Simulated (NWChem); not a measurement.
# Be2S2 ((BeS)2 ring): GAM/6-31G

What is the vertical electron affinity of Be2S2 ((BeS)2 ring) at GAM/6-31G? 

Program for the calculation: NWChem 7.3.0.

2 further runs of the same task are left out: 2 set aside as unsound or not needed.

### Step 1. The system as given

The species is Be2S2 (4 atoms), meant as a singlet with charge 0. The shape comes from GFN2-xTB, which is rough for such elements, and wasn't checked as a minimum.

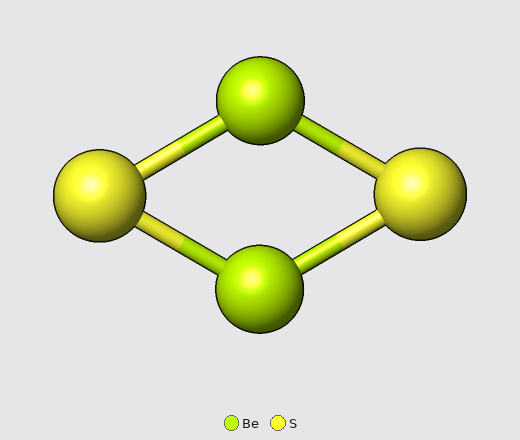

The structure, seen from a chosen angle (beryllium green, sulfur yellow).

### Step 2. A single-point energy at GAM/6-31G

run.py

```python
from ase import Atoms
from ase.calculators.nwchem import NWChem

molecule = Atoms(['Be', 'S', 'Be', 'S'], positions=[
    [-0.163610, 0.458440, -0.865020],
    [1.547970, 0.711670, 0.078920],
    [0.163550, -0.458440, 0.865820],
    [-1.547910, -0.711670, -0.079720],
])

calc = NWChem(
    label='be2s2',
    theory='dft',
    memory='2200 mb',
    basis='6-31G',
    basispar='spherical',
    dft={'xc': 'gga_x_gam gga_c_gam', 'mult': '1', 'grid': 'fine'},
    task='energy',
)
molecule.calc = calc

print("Total energy (eV):", round(molecule.get_potential_energy(), 6))
print("dipole (e A):", molecule.get_dipole_moment().round(4))
```

Started as:

```
$ export ASE_NWCHEM_COMMAND="nwchem PREFIX.nwi > PREFIX.nwo"
$ python run.py
```

Standard output:

```text
Total energy (eV): -22476.070107
dipole (e A): [ 0.0001 -0.0002  0.0011]
```

The calculator wrote be2s2.nwi:

```
title "be2s2"

permanent_dir be2s2

scratch_dir be2s2

start be2s2

geometry units angstrom nocenter noautosym noautoz
  Be -1.6361000000000001e-01 4.5844000000000001e-01 -8.6502000000000001e-01
  S  1.5479700000000001e+00 7.1167000000000002e-01 7.8920000000000004e-02
  Be 1.6355000000000000e-01 -4.5844000000000001e-01 8.6582000000000003e-01
  S  -1.5479099999999999e+00 -7.1167000000000002e-01 -7.9719999999999999e-02
end

memory 2200 mb

basis spherical noprint
   * library 6-31G
end

dft
  xc gga_x_gam gga_c_gam
  mult 1
  grid fine
end

task dft energy
```

be2s2.nwo:

```text
Northwest Computational Chemistry Package (NWChem) 7.3.0
             --------------------------------------------------------

           Job information
           ---------------

    nwchem branch   = 7.3.0
    use scalapack   = T
    input           = be2s2.nwi
    prefix          = be2s2.
    data base       = be2s2/be2s2.db
    status          = startup
    nproc           =        1

           Memory information
           ------------------

    heap     =     72089596 doubles =      550.0 Mbytes
    stack    =     72089601 doubles =      550.0 Mbytes
    global   =    144179200 doubles =     1100.0 Mbytes (distinct from heap & stack)
    total    =    288358397 doubles =     2200.0 Mbytes
    verify   = yes
    hardfail = no

           Directory information
           ---------------------

  0 permanent = be2s2
  0 scratch   = be2s2

                                NWChem Input Module
                                -------------------

                                       be2s2
                                       -----

 Scaling coordinates for geometry "geometry" by  1.889725989
 (inverse scale =  0.529177249)

                             Geometry "geometry" -> ""
                             -------------------------

 Output coordinates in angstroms (scale by  1.889725989 to convert to a.u.)

  No.       Tag          Charge          X              Y              Z
 ---- ---------------- ---------- -------------- -------------- --------------
    1 Be                   4.0000    -0.16361000     0.45844000    -0.86502000
    2 S                   16.0000     1.54797000     0.71167000     0.07892000
    3 Be                   4.0000     0.16355000    -0.45844000     0.86582000
    4 S                   16.0000    -1.54791000    -0.71167000    -0.07972000

      Atomic Mass
      -----------

      Be                 9.012180
      S                 31.972070

[... 2 lines left out ...]
            Nuclear Dipole moment (a.u.)
[... 73 lines left out ...]
          Convergence on energy requested:  1.00D-06
          Convergence on density requested:  1.00D-05
          Convergence on gradient requested:  5.00D-04
[... 18 lines left out ...]
          Spatial weights used:  Erf1
[... 1 line left out ...]
          Convergence Information
[... 1 line left out ...]
          Convergence aids based upon iterative change in
          total energy or number of iterations.
[... 43 lines left out ...]
   convergence    iter        energy       DeltaE   RMS-Dens  Diis-err    time
[... 9 lines left out ...]
         Total DFT energy =     -825.980348349736
      One electron energy =    -1364.468087294607
           Coulomb energy =      483.205660242678
    Exchange-Corr. energy =      -57.339776198725
 Nuclear repulsion energy =      112.621854900918
[... 5 lines left out ...]
                       DFT Final Molecular Orbital Analysis
[... 302 lines left out ...]
[... 4 lines of this table left out ...]
              MO Center= -1.8D-03,  2.0D-03, -4.4D-03, r^2= 5.4D+00
   Bfn.  Coefficient  Atom+Function         Bfn.  Coefficient  Atom+Function
  ----- ------------  ---------------      ----- ------------  ---------------
     6      7.325196  1 Be s                 28     -7.282498  3 Be s
     9      2.560413  1 Be pz                31      2.549017  3 Be pz
     2     -2.142524  1 Be s                 24      2.144976  3 Be s
[... 4 lines of this table left out ...]
              MO Center=  2.0D-04,  1.4D-03, -2.1D-03, r^2= 5.3D+00
   Bfn.  Coefficient  Atom+Function         Bfn.  Coefficient  Atom+Function
  ----- ------------  ---------------      ----- ------------  ---------------
    19      3.785774  2 S  s                 41     -3.784003  4 S  s
    15     -1.691684  2 S  s                 37      1.690911  4 S  s
    20     -1.326033  2 S  px                42     -1.323638  4 S  px
     7     -1.281498  1 Be px                29     -1.272064  3 Be px
    43     -0.583467  4 S  py                21     -0.579856  2 S  py

 center of mass
 --------------
 x =   0.00003176 y =   0.00000000 z =  -0.00042346

 moments of inertia (a.u.)
 ------------------
         178.824211884767        -246.727064965582         -37.149256869799
        -246.727064965582         598.516535859394          12.646624384308
         -37.149256869799          12.646624384308         678.053015534567

     Multipole analysis of the density
     ---------------------------------

     L   x y z        total         alpha         beta         nuclear
     -   - - -        -----         -----         ----         -------
     0   0 0 0     -0.000000    -20.000000    -20.000000     40.000000

     1   1 0 0      0.000175     -0.000593     -0.000593      0.001361
[... 8 lines of this table left out ...]
     2   0 0 2    -21.628987    -21.872212    -21.872212     22.115436

 Task  times  cpu:        2.6s     wall:        2.6s
 Total times  cpu:        2.6s     wall:        2.6s
```

Wall time 3.6 s (1 thread of INTEL XEON PLATINUM 8581C at 2.30GHz (Emerald Rapids), shared host); peak memory 0.11 GiB.

### Step 3. The doublet anion, same level

m1.nw

```
start m1
memory stack 880 mb heap 220 mb global 1100 mb
charge -1

geometry noautosym nocenter noautoz
  Be   -0.163610    0.458440   -0.865020
  S     1.547970    0.711670    0.078920
  Be    0.163550   -0.458440    0.865820
  S    -1.547910   -0.711670   -0.079720
end

basis spherical
  * library 6-31G
end

dft
  xc gga_x_gam gga_c_gam
  mult 2
  grid fine
  iterations 150
end

task dft energy
```

Started as:

```
$ nwchem m1.nw > m1.out
```

Standard output:

```text
[...]
          Wavefunction type:  spin polarized.
          No. of atoms     :     4
          No. of electrons :    41
[...]
          Charge           :    -1
          Spin multiplicity:     2
[...]
          AO basis - number of functions:    44
[...]
              XC Information
              --------------
          Using LibXC version      7.1.2
                                         gga_x_gam  1.000
                                         gga_c_gam  1.000
[...]
 d= 0,ls=0.0,diis     1   -825.8650993344 -9.38D+02  3.65D-02  2.12D-01     0.7
[...]
 d= 0,ls=0.0,diis    11   -826.0259786869 -3.17D-07  3.29D-06  1.18D-08     5.4
[...]
         Total DFT energy =     -826.025978686916
      One electron energy =    -1372.572206861114
           Coulomb energy =      491.488213091117
    Exchange-Corr. energy =      -57.563839817837
 Nuclear repulsion energy =      112.621854900918
[...]
      <S2> =      0.7732 (Exact =     0.7500)
[...]
```

Run time: 6 s. Hardware: 1 thread of INTEL XEON PLATINUM 8581C at 2.30GHz (Emerald Rapids), shared host; peak memory 0.11 GiB.

### Step 4. Outcome

Level: GAM/6-31G.

```
                                         quantity          value
                      singlet Be2S2: total energy  -825.98035 Eh
                     singlet Be2S2: dipole moment         0.01 D
                       singlet Be2S2: HOMO energy       -5.82 eV
                       singlet Be2S2: LUMO energy       -3.51 eV
                     singlet Be2S2: HOMO–LUMO gap        2.32 eV
                      doublet anion: total energy  -826.02598 Eh
doublet anion: HOMO energy (highest over α and β)        1.23 eV
 doublet anion: LUMO energy (lowest over α and β)        2.57 eV
                              doublet anion: ⟨S²⟩          0.773
vertical electron affinity (to the doublet anion)       1.242 eV
```

**Reading.** At fixed nuclei the extra electron is bound by 1.24 eV (29 kcal/mol). The basis has no diffuse functions, so the error can be as large as this value. The HOMO (doublet anion) lies at positive energy, 1.23 eV, as semi-local functionals often give for anions; only total energies tell whether the electron is bound.
